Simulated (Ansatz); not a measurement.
**TlGaSe2: relaxing cell and atoms**

The start is TlGaSe2, a database entry, slightly rescaled. Where does it settle when we relax cell and atoms, and what is it like there?

Computed, not measured: Ansatz 0.2.0, DFT, r2SCAN, no spin polarisation, plane waves, PAW.

## (1) Geometry

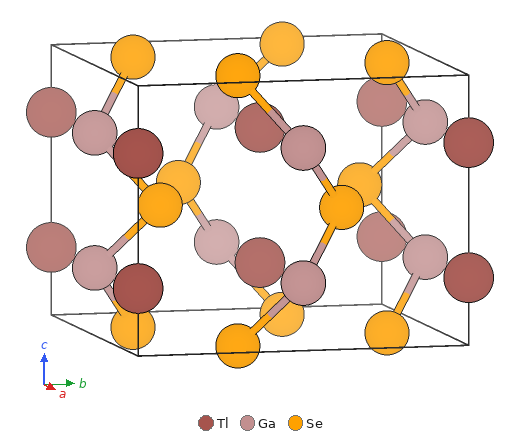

The cell, seen slightly off an axis (thallium brown, gallium pink, selenium orange). The cell drawn here is the conventional one.

The structure is tetragonal, space group I4/mcm (No. 140). Conventional cell: a = 8.060 Å, b = 8.060 Å, c = 6.423 Å, α = 90.00°, β = 90.00°, γ = 90.00°. Around Tl (site symmetry 422) lie 2 Tl at 3.21 Å and 8 Se at 3.44 Å. Ga (site symmetry -42m) is surrounded by 4 Se at 2.40 Å. Se (site symmetry m2m) is surrounded by 2 Ga at 2.40 Å and 4 Tl at 3.44 Å.

The coordinates stand in the input below.

It starts from an earlier solution of the starting cell (checkpoint.read).

## (2) The relaxation

Contents of input.yaml:

```yaml
crystal:
  lattice:
    - [0.0, 0.0, 6.422523]
    - [4.029966, -4.029966, 3.211262]
    - [4.029966, 4.029966, -3.211262]
  atoms:
    - { symbol: Tl, position: [0.25, 0.0, 0.0] }
    - { symbol: Tl, position: [0.75, 0.0, 0.0] }
    - { symbol: Ga, position: [0.75, 0.5, 0.5] }
    - { symbol: Ga, position: [0.25, 0.5, 0.5] }
    - { symbol: Se, position: [0.657, 0.5, 0.814] }
    - { symbol: Se, position: [0.157, 0.186, 0.5] }
    - { symbol: Se, position: [0.343, 0.5, 0.186] }
    - { symbol: Se, position: [0.843, 0.814, 0.5] }
  symmetry: { tolerance: 0.0003 }
kpoints:
  mp_grid: { grid: [6, 6, 6], shift: [0, 0, 0] }
magnetization:
  spin_polarized: false
scf:
  occupations: { method: fermi_dirac }
  lower_state_search: "off"
hamiltonian:
  pseudopotentials: { kind: paw }
  xc: r2scan
basis:
  ecutwfc: 500
  fft_grid_basis: typed
relax:
  max_steps: 60
  cell: { p_target: 0.0 }
output:
  forces: true
  stress: true
  eigenvalues: true
  bader: true
  populations: true
  elf: true
  write_potential: true
  volumetric_format: npy
  dos:
    e_range: [-12, 8]
    de: 0.05
    projected: { site_lists: { Ga: [Ga], Se: [Se], Tl: [Tl] } }
checkpoint:
  read: saved_state
```

The run is started by

```
> ansatz run input.yaml --threads 2 --pin off --max-ram 2560MiB --backend cpu --events-out ev --progress --plain --runs-dir out
```

Standard output, shortened:

```text
Warning: RAYON_NUM_THREADS=2 ignored (pool sized by the plan → 2); use --threads N
[...]
Pseudopotentials: kind: paw
Pseudopotential: Tl, paw, valence charge 13, recommended cutoff 500 eV (meta_gga), Tl.paw.azcp
Pseudopotential: Ga, paw, valence charge 13, recommended cutoff 500 eV (meta_gga), Ga.paw.azcp
Pseudopotential: Se, paw, valence charge 16, recommended cutoff 500 eV (meta_gga), Se.paw.azcp
Functional definition: r2SCAN
[...]
Crystal: 8 atoms, lattice volume = 208.612 Å³
Basis set: ecut = 500 eV, 5271 PW (Γ), exchange–correlation on 192×192×192 points (64 copies of the dense FFT grid, shifted against one another)
Bands: 70, of which v1, the nominal top of the filled ones, is band 58 counted from 1 (57 counted from 0)
Symmetry: 16 space group operations
Space group: I4/mcm (ITA 140), of the structure as read, at distance tolerance 1.8e-3 Å
k-points: 30 of 216
[...]
SCF iter   1: F=-52415.625998 eV  HF=-52415.625344 eV  |F-HF|=6.54e-4  |Δ(HF+E_count)|=         —  Δρ=7.74e-4  dr2=1.37e-3  dr2_τ=1.10e-4  ethr=1.02e-6  ⟨swp⟩=2.0  Hψ=11628  notcnv=0
[...]
relax step   1: F+E_penalty+E_count = -52415.62680758 eV  Δ(F+E_penalty+E_count) = +0.000e0 eV  max|allowed force component| = 3.428e-1 eV/Å  Δτ_max = 0.0000 Å  P = +1.852 GPa  Ω = 208.612 Å³  (6 SCF iters, dr2 threshold 1.00e-7 eV, accepted)
[...]
relax step   3: F+E_penalty+E_count = -52415.67509331 eV  Δ(F+E_penalty+E_count) = -1.337e-3 eV  max|allowed force component| = 4.962e-3 eV/Å  Δτ_max = 0.0084 Å  P = -0.047 GPa  Ω = 213.912 Å³  energy of the carried Pulay correction = -5.915e-4 eV  (6 SCF iters, dr2 threshold 3.42e-7 eV, accepted)
[...]
relax step   4: F+E_penalty+E_count = -52415.67523445 eV  Δ(F+E_penalty+E_count) = -1.411e-4 eV  max|allowed force component| = 2.169e-4 eV/Å  Δτ_max = 0.0018 Å  P = -0.001 GPa  Ω = 213.552 Å³  energy of the carried Pulay correction = -5.517e-4 eV  (6 SCF iters, dr2 threshold 2.08e-8 eV, accepted)
[...]
```

## (3) The log goes on

The log, continued:

```text
Initial wavefunctions: pseudopotential atomic-orbital guess (no wavefunctions were taken with the density)
iter 1 solved again at ethr=6.16e-8 eV; its pass at ethr=3.10e-3 eV (dr2=7.15e-5 eV) is discarded
SCF iter   1: F=-52415.675866 eV  HF=-52415.675616 eV  |F-HF|=2.49e-4  |Δ(HF+E_count)|=         —  Δρ=9.70e-5  dr2=5.84e-7  dr2_τ=2.37e-7  ethr=6.16e-8  ⟨swp⟩=3.1  Hψ=13159  notcnv=0
preconditioner: auto → Resta (q_TF=auto, 2.464 Å⁻¹)  ε∞=3.5  [insulator: Δε(μ)=0.848 eV  Ē_g=14.020 eV  σ=0.100 eV  W_gap=0.97  n_scr=54 (ndim 8)  ℏωp=22.2 eV  f_vac=0.028  D(μ)=0.01/eV (n_scr^D=0)  ε∞_Penn≈3.5]
SCF iter   2: F=-52415.675817 eV  HF=-52415.675771 eV  |F-HF|=4.62e-5  |Δ(HF+E_count)|=   1.54e-4  Δρ=5.02e-5  dr2=3.11e-7  dr2_τ=1.50e-6  ethr=5.04e-10  ⟨swp⟩=2.0  Hψ=3265  notcnv=0
SCF iter   3: F=-52415.675817 eV  HF=-52415.675815 eV  |F-HF|=1.83e-6  |Δ(HF+E_count)|=   4.45e-5  Δρ=9.83e-6  dr2=1.08e-8  dr2_τ=6.05e-8  ethr=2.68e-10  ⟨swp⟩=2.0  Hψ=3245  notcnv=0
SCF iter   4: F=-52415.675817 eV  HF=-52415.675817 eV  |F-HF|=1.68e-8  |Δ(HF+E_count)|=   1.84e-6  Δρ=1.34e-6  dr2=1.64e-9  dr2_τ=6.33e-10  ethr=9.29e-12  ⟨swp⟩=2.0  Hψ=3245  notcnv=0
SCF iter   5: F=-52415.675817 eV  HF=-52415.675817 eV  |F-HF|=1.16e-10  |Δ(HF+E_count)|=   1.75e-8  Δρ=2.36e-7  dr2=6.73e-11  dr2_τ=5.72e-12  ethr=1.00e-12  ⟨swp⟩=4.5  Hψ=10925  notcnv=0
SCF iter   6: F=-52415.675817 eV  HF=-52415.675817 eV  |F-HF|=6.11e-10  |Δ(HF+E_count)|=  4.44e-10  Δρ=2.04e-7  dr2=2.48e-11  dr2_τ=1.95e-11  ethr=1.00e-12  ⟨swp⟩=5.0  Hψ=9161  notcnv=0
SCF 5 converged in 6 iterations: F = -52415.675817 eV  dr2 = 2.48e-11
relax step   5: F+E_penalty+E_count = -52415.67581709 eV  Δ(F+E_penalty+E_count) = -5.826e-4 eV  max|allowed force component| = 1.873e-4 eV/Å  Δτ_max = 0.0000 Å  P = +0.001 GPa  Ω = 213.552 Å³  stress off target by 2.85e-3 GPa  SCF on the basis re-selected at this cell (its energy is not comparable with the rows above)  (6 SCF iters)
basis re-selected at this cell: Δ(F+E_penalty+E_count) = -5.826e-4 eV, ΔP = +0.002 GPa vs the last step (what re-selecting the basis moved, of the pressure what is left beyond the Pulay correction that the steps carried, after the strain that the cell walked since its last selection, with what the two solves' SCF thresholds leave and, on support functions, any second-order correction that the steps lacked; it is no measure of the basis error at this ecutwfc). The dense FFT grid was sized anew with the basis: this SCF ran on 48×50×50 points, the steps before it on 48×48×48, so part of this shift can come from that change (see relax.cell in the input reference). This SCF's stress stands 2.85e-3 GPa from its target on what of the cell is left free (relax.cell.stress_tol is 5.00e-2 GPa) and its largest allowed force component is 1.87e-4 eV/Å (relax.f_tol is 1.00e-2 eV/Å): within both
SCF converged after 6 iterations
Free energy (F): -52415.675817 eV
Harris-Foulkes:  -52415.675817 eV  (|F-HF|=6.11e-10)
Internal energy: -52415.675220 eV  (E = F + TS)
E sigma→0 (E₀):  -52415.675519 eV
Entropy (-TS):   -0.000597 eV (-0.075 meV/atom)
Fermi energy:    7.462083 eV
--- Per-component energies (eV) ---
  E_band       = -1801.288377
  E_kinetic    = 1369.961179
  E_local      = -16618.614973  (includes V_loc(G=0)·N_el)
  E_nonlocal   = -887.890240
  E_hartree    = 7860.967003
  E_xc         = -955.778894
  E_vxc        = -855.141966  (∫ρ·V_xc dr)
  E_paw        = -32091.479416  (= ΣΔE_a)
  E_vpaw       = -582.400861  (= ΣTr[D̂ρ^β])
  E_aug_tail   = -0.000868  (compensation charges beyond the density's cutoff)
  E_vtau       = 50.865346  (kinetic-family band-sum trace: ∫τ·v_τ [+ j·A + Jᵃ·Aᵃ] dr)
  E_ewald      = -11086.553314
  E_core_change = -6.285699  (= ΣΔE_core)
  E_smearing   = -0.000597  (= −TS)
  E_closure    = -0.000000  (closes the sum)
  Σ components = -52415.675817   (vs F -52415.675817, Δ=0.00e0)
--- Forces (eV/Å), atoms counted from 1 ---
  atom   1  Tl    -0.00000000     0.00000000    -0.00000000
  atom   2  Tl     0.00000000     0.00000000     0.00000000
  atom   3  Ga    -0.00000000     0.00000000     0.00000000
  atom   4  Ga     0.00000000    -0.00000000    -0.00000000
  atom   5  Se     0.00018731     0.00018731    -0.00000000
  atom   6  Se    -0.00018731     0.00018731    -0.00000000
  atom   7  Se    -0.00018731    -0.00018731     0.00000000
  atom   8  Se     0.00018731    -0.00018731     0.00000000
  max |Σ_I F_I| component: 1.08e-18 eV/Å
--- Stress (GPa, compression-positive) ---
        0.000045      -0.000000       0.000000
       -0.000000       0.000045       0.000000
       -0.000000       0.000000       0.002850
  P = ⅓ Tr σ = 0.0010 GPa (0.010 kbar)
--- Band table (eV; the first three rows and the last of 30) ---
  k-point 0: bands = ["-40.6574", "-40.6574", "-40.6574", "-40.6571", "-40.6532", "-40.6531", "-40.6527", "-40.6527", "-40.5949", "-40.5948", "-40.5948", "-40.5947", "-40.5636", "-40.5636", "-40.5635", "-40.5633", "-40.5556", "-40.5556", "-40.5551", "-40.5551", "-8.2554", "-8.2554", "-8.1587", "-8.1326", "-8.0378", "-8.0238", "-8.0238", "-7.9982", "-7.9853", "-7.9275", "-6.7747", "-5.5516", "-5.1678", "-5.1678", "-4.6671", "-4.1970", "-4.1970", "-4.1195", "-4.0772", "-4.0640", "-4.0379", "-3.9896", "-3.9896", "-3.8424", "0.5005", "1.0009", "2.6530", "2.7872", "3.5445", "3.5445", "3.5878", "3.8599", "3.8599", "4.5873", "5.9289", "5.9986", "6.1052", "6.1052", "9.9513", "10.2092", "10.8011", "10.8011", "10.9203", "12.4558", "12.4558", "13.2600", "13.2600", "13.7444", "13.7444", "13.7759"]
  k-point 1: bands = ["-40.6575", "-40.6574", "-40.6573", "-40.6571", "-40.6532", "-40.6531", "-40.6527", "-40.6527", "-40.5949", "-40.5948", "-40.5948", "-40.5947", "-40.5636", "-40.5636", "-40.5635", "-40.5634", "-40.5556", "-40.5555", "-40.5551", "-40.5551", "-8.2565", "-8.2553", "-8.1573", "-8.1318", "-8.0380", "-8.0238", "-8.0238", "-7.9982", "-7.9852", "-7.9276", "-6.7268", "-5.5558", "-5.2279", "-5.1548", "-4.6670", "-4.2419", "-4.2093", "-4.0916", "-4.0756", "-4.0656", "-4.0442", "-3.9900", "-3.9896", "-3.8439", "0.5221", "0.9223", "2.3607", "2.8757", "3.0547", "3.7788", "3.8046", "4.2143", "4.2317", "4.8275", "5.5434", "5.9311", "6.2157", "6.3447", "9.6222", "9.6992", "10.4081", "11.1218", "11.2936", "11.9691", "12.4701", "12.8032", "13.2452", "13.6084", "13.6230", "14.4292"]
  k-point 2: bands = ["-40.6576", "-40.6574", "-40.6572", "-40.6571", "-40.6531", "-40.6531", "-40.6527", "-40.6527", "-40.5949", "-40.5948", "-40.5948", "-40.5947", "-40.5636", "-40.5636", "-40.5634", "-40.5634", "-40.5556", "-40.5555", "-40.5552", "-40.5551", "-8.2583", "-8.2553", "-8.1549", "-8.1301", "-8.0385", "-8.0238", "-8.0238", "-7.9983", "-7.9851", "-7.9277", "-6.6164", "-5.5586", "-5.3730", "-5.1272", "-4.6669", "-4.3046", "-4.2252", "-4.0724", "-4.0688", "-4.0647", "-4.0604", "-3.9908", "-3.9895", "-3.8467", "0.6279", "0.7866", "1.8362", "2.7372", "3.1079", "3.8456", "4.3285", "4.7373", "4.8432", "4.9523", "5.6797", "5.7023", "6.2389", "6.4278", "8.9235", "9.4858", "9.6621", "11.0779", "11.1955", "11.7078", "11.8684", "13.1381", "13.2239", "13.4749", "13.4937", "13.7116"]
  k-point 29: bands = ["-40.6574", "-40.6574", "-40.6572", "-40.6572", "-40.6531", "-40.6531", "-40.6527", "-40.6527", "-40.5948", "-40.5948", "-40.5948", "-40.5948", "-40.5636", "-40.5636", "-40.5634", "-40.5634", "-40.5555", "-40.5555", "-40.5552", "-40.5552", "-8.2352", "-8.2352", "-8.1231", "-8.1207", "-8.0504", "-8.0504", "-8.0036", "-8.0036", "-7.9921", "-7.9916", "-6.2119", "-6.0022", "-5.2633", "-5.2629", "-4.2499", "-4.2487", "-4.1655", "-4.1642", "-4.1188", "-4.1078", "-4.0988", "-4.0873", "-4.0728", "-4.0304", "1.0291", "1.1614", "1.2919", "1.7810", "3.2601", "3.3347", "4.6740", "4.6859", "5.6169", "5.6172", "5.7703", "5.8167", "6.1214", "6.6502", "9.2973", "9.9582", "10.2608", "10.6159", "11.3086", "11.5085", "11.8302", "12.1587", "12.7308", "13.1001", "13.3864", "13.6638"]
--- Relaxed structure (4 steps of the walk, 4 accepted, 1 SCFs on fresh bases) ---
  F+E_penalty+E_count = -52415.67581709 eV   max|allowed force component| = 1.873e-4 eV/Å   (the final SCF, on the basis selected at the relaxed cell)
  cell:  # Å, volume = 213.5516 Å³
    - [1.0428050036240188e-34, 4.004778488865728e-7, 6.455648458535273]
    - [4.06692769486103, -4.066927494622098, 3.2278244815605652]
    - [4.06692769486103, 4.066927494622098, -3.2278244815605652]
  atoms:
    - { symbol: Tl, position: [0.25000000000000006, -1.7823591530925109e-19, 6.389639359727118e-20] }
    - { symbol: Tl, position: [0.7500000000000002, -1.7823426094802598e-19, 6.389804795849628e-20] }
    - { symbol: Ga, position: [0.75, 0.5, 0.5] }
    - { symbol: Ga, position: [0.25000000000000006, 0.5, 0.49999999999999994] }
    - { symbol: Se, position: [0.6589691666979156, 0.5000000000000002, 0.8179383333958311] }
    - { symbol: Se, position: [0.15896916669791541, 0.18206166660416903, 0.49999999999999994] }
    - { symbol: Se, position: [0.3410308333020847, 0.49999999999999994, 0.18206166660416906] }
    - { symbol: Se, position: [0.8410308333020846, 0.8179383333958311, 0.5000000000000001] }
--- Löwdin populations: 8 sites ---
  site symbol       q [e]
     0     Tl     12.7682
     1     Tl     12.7682
     2     Ga     12.7114
     3     Ga     12.7114
     4     Se     16.2055
     5     Se     16.2055
     6     Se     16.2055
     7     Se     16.2055
  spilling = 0.001884 (of n_electrons = 116.000000)
--- Bader charges: 8 sites ---
  site symbol  charge [e]  shift [e]
     0     Tl      0.5886     0.0000
     1     Tl      0.5886     0.0000
     2     Ga      1.0762     0.0016
     3     Ga      1.0762     0.0016
     4     Se     -0.8324     0.0008
     5     Se     -0.8324     0.0008
     6     Se     -0.8324     0.0008
     7     Se     -0.8324     0.0008
  estimated error of the sums over rays = 2.9e-4 e
```

Wall time 3.5 min (2 threads of Intel Xeon Platinum 8259CL at 2.50GHz (Skylake/Cascade Lake), shared host); peak memory 1.4 GiB.

The steps of the relaxation:

| step | energy from step 1 (eV/cell) | largest force component (eV/Å) | pressure (GPa) | volume (Å³) |
| --- | --- | --- | --- | --- |
| 1 | 0.0000 | 0.3428 | 1.85 | 208.61 |
| 2 | -0.0469 | 0.0240 | 0.13 | 212.50 |
| 3 | -0.0483 | 0.0050 | -0.05 | 213.91 |
| 4 | -0.0484 | 0.0002 | 0.00 | 213.55 |
| 5 | -0.0490 | 0.0002 | 0.00 | 213.55 |

Step 1 is the start. Step 5 repeats the geometry before on a plane-wave basis chosen anew for that cell, so the energy can jump there without any move; the table keeps such jumps.

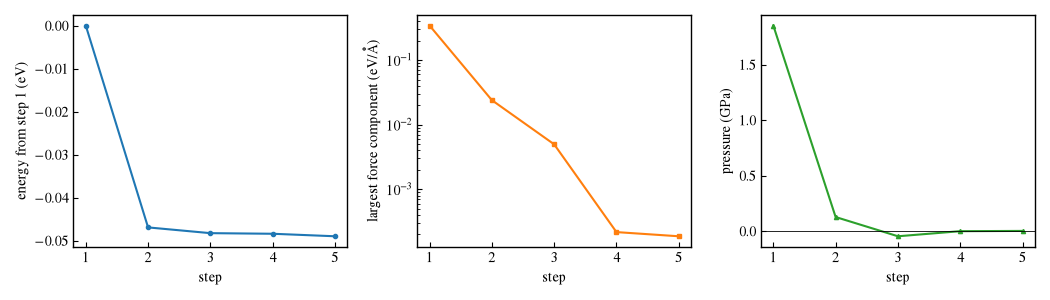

Energy, largest force and pressure along the relaxation.

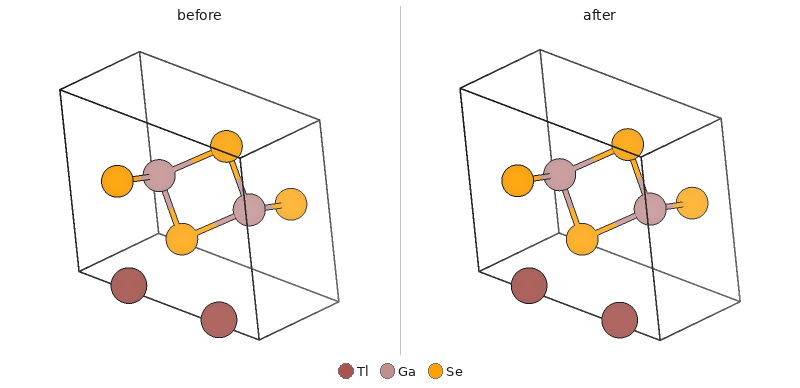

Before and after, at one scale. Each atom of the cell is drawn once.

| input's cell | before | after | change |
| --- | --- | --- | --- |
| a (Å) | 6.423 | 6.456 | +0.5 % |
| b (Å) | 6.542 | 6.595 | +0.8 % |
| c (Å) | 6.542 | 6.595 | +0.8 % |
| α (°) | 103.94 | 103.86 | -0.09° |
| β (°) | 119.40 | 119.30 | -0.10° |
| γ (°) | 60.60 | 60.70 | +0.10° |
| volume (Å³/atom) | 26.08 | 26.69 | +2.4 % |

The largest move, 0.02 Å, apart from the change of the cell, is shared by several atoms, Se5 among them.

## (4) Total and projected density of states

Counts of states in windows (eV from the Fermi level; tetrahedra), total and projected:

| from | to | total | Ga s | Ga p | Se p | Tl s | Tl p |
| --- | --- | --- | --- | --- | --- | --- | --- |
| -5.0 | -4.5 | 0.62 | 0.02 | 0.09 | 0.24 | 0.22 | 0.04 |
| -4.5 | -4.0 | 1.13 | 0.02 | 0.23 | 0.65 | 0.11 | 0.08 |
| -4.0 | -3.5 | 1.98 | 0.03 | 0.42 | 1.17 | 0.16 | 0.16 |
| -3.5 | -3.0 | 2.63 | 0.03 | 0.50 | 1.64 | 0.19 | 0.20 |
| -3.0 | -2.5 | 2.77 | 0.02 | 0.34 | 1.89 | 0.21 | 0.25 |
| -2.5 | -2.0 | 3.16 | 0.02 | 0.27 | 2.44 | 0.15 | 0.20 |
| -2.0 | -1.5 | 4.28 | 0.02 | 0.23 | 3.65 | 0.10 | 0.19 |
| -1.5 | -1.0 | 3.47 | 0.01 | 0.05 | 3.03 | 0.23 | 0.10 |
| -1.0 | -0.5 | 0.69 | 0.00 | 0.00 | 0.54 | 0.12 | 0.01 |
| -0.5 | 0.0 | 0.00 | 0.00 | 0.00 | 0.00 | 0.00 | 0.00 |
| 0.0 | 0.5 | 0.00 | 0.00 | 0.00 | 0.00 | 0.00 | 0.00 |
| 0.5 | 1.0 | 0.12 | 0.00 | 0.01 | 0.01 | 0.00 | 0.08 |
| 1.0 | 1.5 | 0.39 | 0.03 | 0.02 | 0.06 | 0.01 | 0.23 |
| 1.5 | 2.0 | 1.25 | 0.29 | 0.07 | 0.31 | 0.02 | 0.45 |
| 2.0 | 2.5 | 1.79 | 0.42 | 0.12 | 0.47 | 0.03 | 0.58 |
| 2.5 | 3.0 | 2.04 | 0.26 | 0.22 | 0.38 | 0.04 | 0.86 |

On the mesh the valence top lies at -0.49 eV and the conduction bottom at 0.36 eV on this scale.

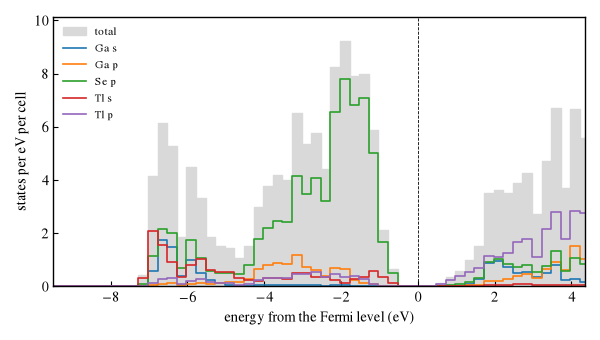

Total and projected density of states, in bins of 0.25 eV.

## (5) Charges

By element, from the tables in the log (a charge is positive for electrons lost): Löwdin charges also hold the electrons that the projection spills.

| element | atoms | Bader charge (e) | Bader volume (Å³) | Löwdin charge (e) |
| --- | --- | --- | --- | --- |
| Tl | 2 | +0.59 | 27.7 | +0.23 |
| Ga | 2 | +1.08 | 14.4 | +0.29 |
| Se | 4 | -0.83 | 32.4 | -0.21 |

The Löwdin projection spills 0.2 % of the electrons and depends on the orbitals chosen; where it disagrees with Bader's partition, neither is an observable.

## (6) Fields in real space

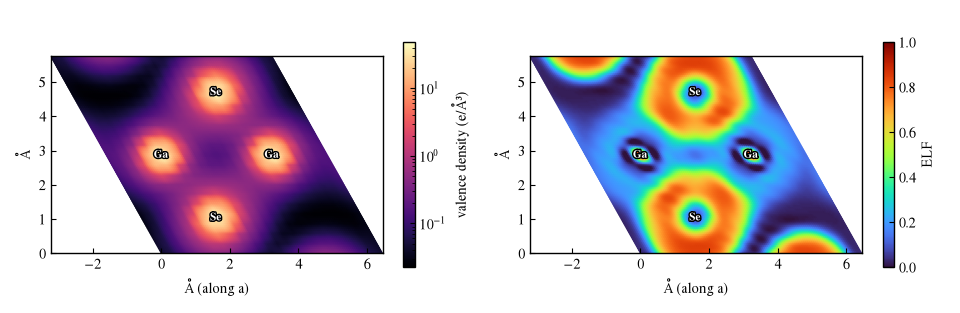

Valence density (left, log scale) and ELF (right) in the plane spanned by a and c at height 0.500 along b (axes of the input's cell); atoms within 0.2 Å are lettered. Inside the augmentation spheres the fields are the smooth ones.

Along short contacts, where the density is least:

| contact | length (Å) | minimum at (fraction) | density (e/Å³) | ELF |
| --- | --- | --- | --- | --- |
| Ga3–Se5 | 2.439 | 0.45 | 0.483 | 0.54 |
| Tl1–Tl2 | 3.228 | 0.50 | 0.134 | 0.12 |

## (7) Summary of results

| quantity | value |
| --- | --- |
| moves | 3 |
| energy gained | 6.1 meV/atom |
| largest move | 0.02 Å (Se) |
| space group (0.01 Å), before / after | I4/mcm / I4/mcm |
| cell | a = 6.456 Å, b = 6.595 Å, c = 6.595 Å, α = 103.86°, β = 119.30°, γ = 60.70° |
| volume | 26.69 Å³/atom (+2.4 %) |
| pressure at the end | 0.00 GPa |
| formation energy (elements from separate runs) | -0.68 eV/atom |
| gap (mesh) | 0.85 eV, direct |
| Bader charges | Tl +0.59, Ga +1.08, Se -0.83 e |

**Reading.** The volume grew by 2.4 %, and the largest move of an atom is 0.02 Å apart from the change of the cell; the energy fell by 6.1 meV per atom. The run held to 16 symmetry operations, so a lower structure without them is not ruled out. The levels show a gap of 0.85 eV, direct at the points sampled; within 0.7 eV of the edges the states project mainly on Se p (83 %) and Tl s (12 %) below and Tl p (72 %) above. Spin-orbit coupling is left out, and with elements this heavy it can move the gap by tenths of an eV. At the density minimum between Tl and Tl (3.23 Å) the ELF is 0.12 and the density 0.13 e/Å³, a closed-shell (ionic or weak) contact. Against the elements' reference phases (Tl hcp, alpha-Ga (Cmce), Se trigonal (grey) selenium; separate runs with the same functional) the formation energy is -0.68 eV per atom, a bound cell by that test.
